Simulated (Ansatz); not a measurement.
## Electronic structure of FH5N2Si in real space

Input

```
crystal:
  periodic: [false, false, false]
  atoms:
    - {symbol: F, position_ang: [-0.742811, -0.606203, 0.419495]}
    - {symbol: "N", position_ang: [-1.530993, 1.593839, 2.149200]}
    - {symbol: N, position_ang: [-2.749021, -0.715843, 2.186761]}
    - {symbol: Si, position_ang: [-1.835873, 0.518212, 0.967524]}
    - {symbol: H, position_ang: [-1.125626, 2.519644, 1.990585]}
    - {symbol: H, position_ang: [-2.799852, 0.586699, -0.190660]}
    - {symbol: H, position_ang: [-2.493925, -0.176171, 3.041852]}
    - {symbol: H, position_ang: [-2.351365, -1.665843, 2.219437]}
    - {symbol: H, position_ang: [-3.773639, -0.775155, 2.104199]}
basis:
  gaussian: {orbitals: def2-TZVPD}
hamiltonian: {xc: pbe0}
output: {forces: true, orbitals: {seedname: orbitals}}
```

Run with:

```sh
ansatz run input.yaml --threads 2 --pin off --max-ram 4350MiB --events-out events.jsonl --progress --plain --runs-dir runs
```

Geometry: PBE-D3(BJ)/def2-SVP.

All numbers below come from isolated molecule in a Gaussian basis; Kohn-Sham density functional theory, functional PBE0 (Ansatz 0.2.0).

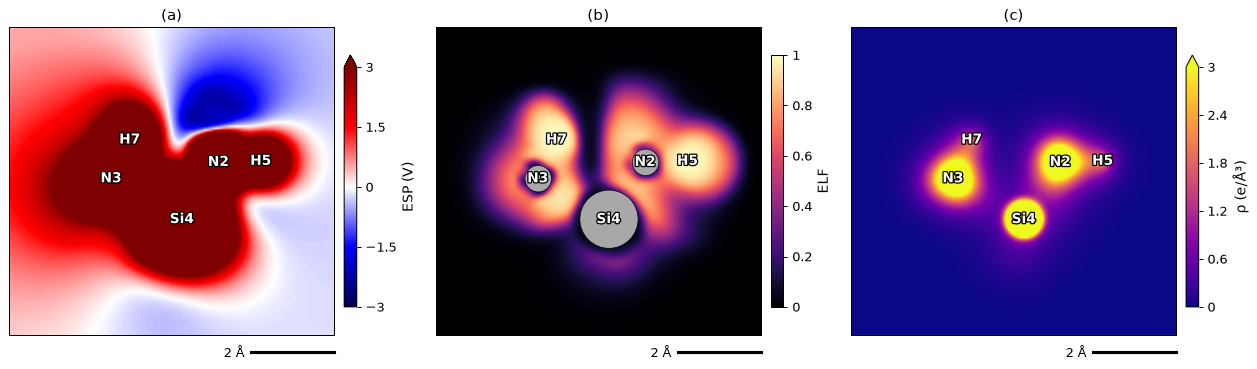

Figure 1. (a) electrostatic potential; (b) ELF; (c) total electron density on the plane of atoms N2, Si4 and N3. Grey discs cover the atomic cores in the ELF map.

**Read the bonding off the picture.**

Atoms in the plane: N, Si and H. Si–N (1.63 Å): ρ at the midpoint is about 1.3 e/Å³; the ELF peaks at about 0.85 between the atoms: a short, strongly polar bond. N–H (1.02 Å): ρ is about 2.7 e/Å³ halfway; the ELF climbs to about 1 towards the hydrogen, as it does in any bond to H: an ordinary covalent bond to hydrogen. The ELF also peaks beside N2, away from the bonds: lone-pair regions. Outside the dense part of the molecule the potential is most negative (−2.3 V) near N2.

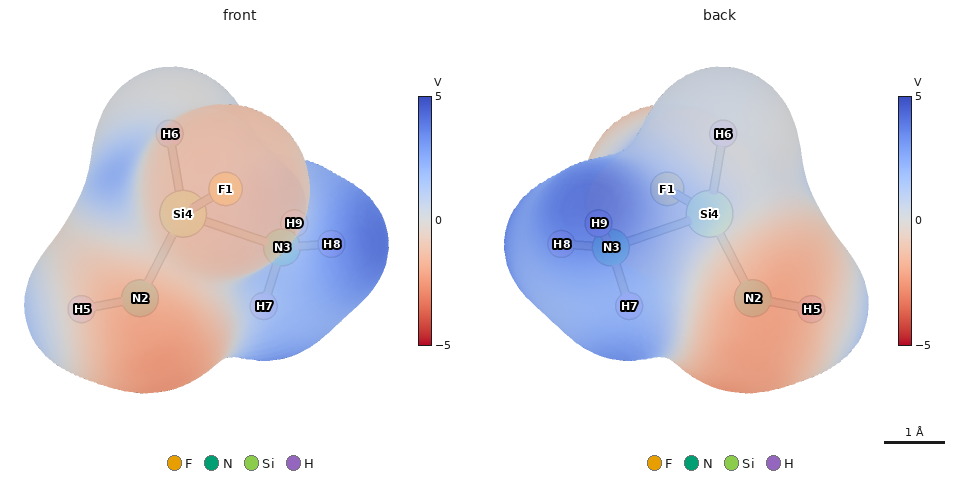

Figure 2. The molecular electrostatic potential painted on the density surface at 0.004 e/bohr³, seen from the front and from behind; red is negative and blue positive.

**Describe the electrostatic potential map.**

The most negative region (about −2.4 V, or −55 kcal/mol for a unit charge) lies over N2, the most positive (about +4.1 V, or +95 kcal/mol for a unit charge) over H8 and H9. N2 is the likeliest acceptor of a hydrogen bond.

**How polar is the molecule by this calculation?**

Its dipole moment is 4.84 D.

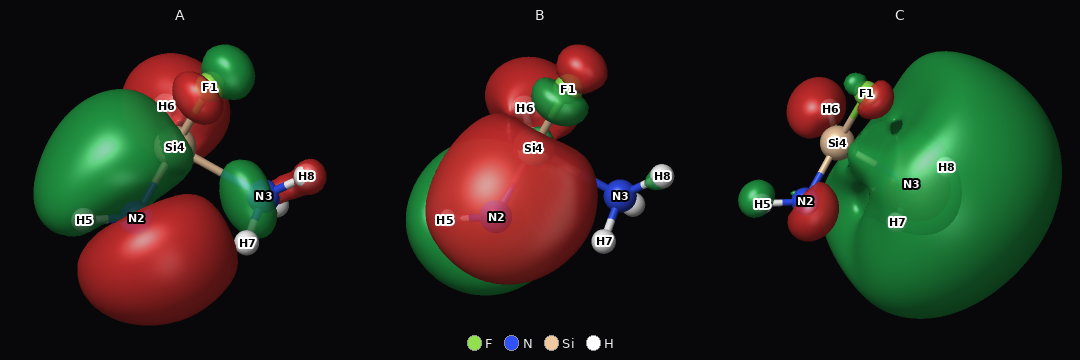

Figure 3. Three frontier orbitals at ±0.05 Å⁻³ᐟ² (green and red are the two phases), in no order.

**Which picture is the HOMO−1, the HOMO and the LUMO?**

A is the HOMO−1 (−6.88 eV). It lies mainly on N2 (about 65 %) and Si4 (about 20 %). B is the HOMO (−6.17 eV). It lies mainly on N2 (about 70 %) and Si4 (about 20 %). C is the LUMO (−0.54 eV). It lies mainly on H9 (about 30 %), H8 (about 25 %), N3 (about 15 %), H7 (about 10 %) and Si4 (about 10 %).

**What is the HOMO–LUMO gap?**

5.63 eV between the orbital energies.
